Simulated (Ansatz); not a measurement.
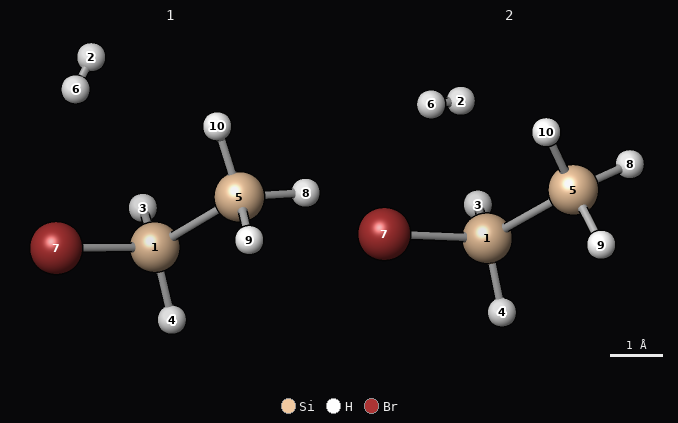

Two geometries of Si2H7Br, drawn at one scale. One is the start of a relaxation, the other its converged end. The picture is a ball-and-stick view, seen at a tilt.

Level of theory: RKS PBE0/def2-SVP in Ansatz 0.2.0. (no spin polarisation; force threshold 0.03 eV/Å; at most 50 steps)

Which of the two is the end point?

Answer. Structure 1 is the relaxed one. The run prepares an end point of a later path (reaction) calculation, from a guessed geometry. The largest move after the best rigid fit is that of H2, 1.04 Å. By element the largest moves are H 1.04 Å, Br 0.35 Å, Si 0.22 Å. Among the contacts that change: H2–H6 0.703 → 0.762 Å, Si1–Br7 2.289 → 2.242 Å, Si1–Si5 2.351 → 2.343 Å, Si1–H3 1.487 → 1.492 Å. Bond angles that change, for instance: H3–Si1–Si5 114.8° → 112.4°. Groups turn about Si1–Si5 by about 25°. Over 14 geometry steps the energy falls by 0.206 eV. Largest force component: 1.8 eV/Å at the start, 0.015 eV/Å at the end. Cost: 26 s on 2 threads of Intel(R) Xeon(R) 6975P-C (Granite Rapids), on a shared host, peak memory 0.25 GiB.

Limits of the set-up: the start holds two separate molecules, 2.4 Å apart at their closest, whose relative position is a soft coordinate and is computed without a dispersion correction.
